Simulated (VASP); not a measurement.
Band structure of In2O3 (space group Ia-3). Level of theory: PBE GGA, VASP's PBE PAW potentials (set 64) (plane waves; VASP 6.6.1).

Unless said otherwise, spin-orbit coupling is left out, though it shifts the bands of the heavy elements here.

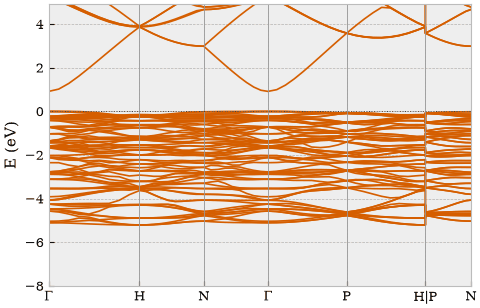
*Bands along high-symmetry lines, zero at the valence-band maximum or, without a gap, the Fermi level*

Q: Read the plot: is there a gap, and where are the band edges?

A: The gap is indirect, 0.92 eV, from the valence maximum at Γ-H at 0.22 to the conduction minimum at Γ.

The structure was generated: In2O3 was put into an ordered model structure, a phase also known from measurement. The cell was not relaxed at this level.
